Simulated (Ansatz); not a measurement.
## Pressure series in WSi2

Start from WSi$_{2}$ (space group I4/mmm, No. 139; a = 3.1855 Å, c = 7.7713 Å).

Cell and atoms are relaxed at each pressure.

Computed with LDA (Ansatz, a quantum-chemistry and plane-wave program; PAW; 420 eV plane waves; no SOC).

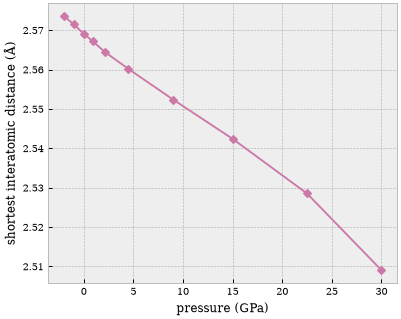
Figure: Shortest interatomic distance against pressure

Question: From the plot, what is the shortest interatomic distance for pressure 22.5 GPa?

Answer: About 2.529 Å.

Question: Is the trend monotonic over the range shown?

Answer: Yes, it falls throughout, spanning 2.509 Å to 2.574 Å.

Load acts through the strain it causes; cell and atoms are relaxed under it. No phonon test of stability was made. Competing high-pressure phases were not computed. The final runs are not spin-polarised.
